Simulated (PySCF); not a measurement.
# C$_{3}$H$_{9}$BNO (SMILES [BH3-]N(C)C(C)=O) (charge −1): what the fields show

Input

```
{"job": {"kind": "nmr", "xc": "PBE0", "basis": "pcSseg-1"}, "charge": -1, "multiplicity": 1}
B     -0.502720     1.061076    -0.946555
N     -0.404067    -0.205166    -0.024574
C     -1.574618    -1.039050     0.075680
C      0.657568    -0.575567     0.671141
C      1.874092     0.328232     0.541487
O      0.719696    -1.584113     1.397753
H     -0.315637     2.063971    -0.284759
H      0.322528     0.984743    -1.836675
H     -1.615708     1.085902    -1.422219
H     -1.371447    -1.876002     0.750366
H     -2.420661    -0.458905     0.457740
H     -1.849298    -1.425539    -0.910964
H      1.610753     1.336458     0.849620
H      2.683085    -0.059044     1.160004
H      2.182019     0.370992    -0.499957
```

Run with:

```sh
OMP_NUM_THREADS=1 python probes_run.py task.json out
```

Geometry: GFN2-xTB.

All numbers below come from PBE0/pcSseg-1, SCF density, gas phase, non-relativistic (PySCF 2.14.0).

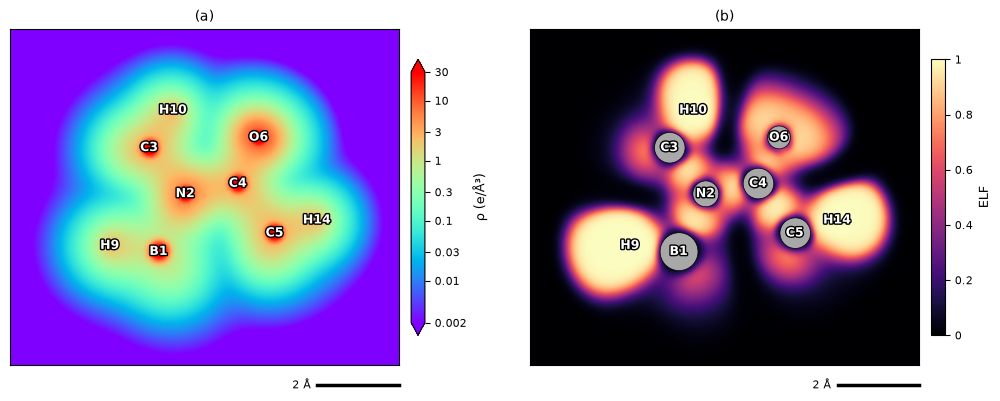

Figure 1. (a) electron density; (b) electron localisation function on the plane of atoms C5, C4 and O6. Grey discs cover the atomic cores in the ELF map.

Q: Read the bonding off the picture.

A:
- Atoms in the plane: B, N, C, O and H.
- C–O (1.24 Å): ρ at the midpoint is about 3 e/Å³; the ELF peaks at about 0.85 between the atoms: a short, strongly polar bond.
- C–N (1.32 Å): ρ is about 2.5 e/Å³ halfway; the ELF peaks at about 0.90 between the atoms (a covalent bond).
- C–C (1.52 Å): the density is about 1.7 e/Å³ at the midpoint; the ELF peaks at about 0.95 between the atoms: a shared electron pair.
- B–N (1.57 Å): ρ is about 1.3 e/Å³ halfway; the ELF peaks at about 0.95 between the atoms (a polar covalent bond).
- C–H (1.09 Å): ρ at the midpoint is about 2 e/Å³; the ELF climbs to about 1 towards the hydrogen, as it does in any bond to H (an ordinary covalent bond to hydrogen).
- The ELF also peaks beside O6, away from the bonds: lone-pair regions.

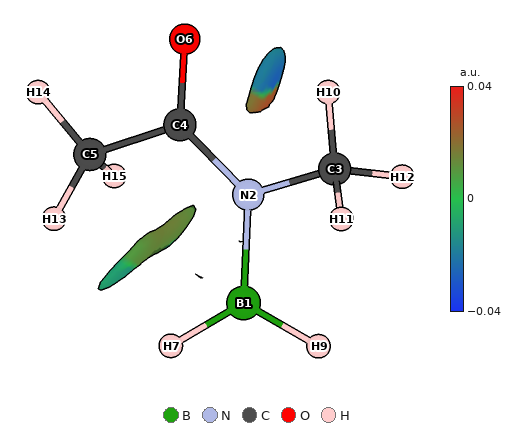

Figure 2. Non-covalent interaction (NCI) plot: the surface where the reduced density gradient is 0.5, for densities under 0.05 a.u., coloured by sign(λ₂)ρ; seen at a tilt.

Q: Identify the weak interactions.

A: H10···O6 (2.2 Å): a weak contact, attractive (blue-green) on one side and crowded (olive to red) on the other; between H13 and C5 on one side and B1 and H7 on the other: a weak contact, attractive (blue-green) on one side and crowded (olive to red) on the other.
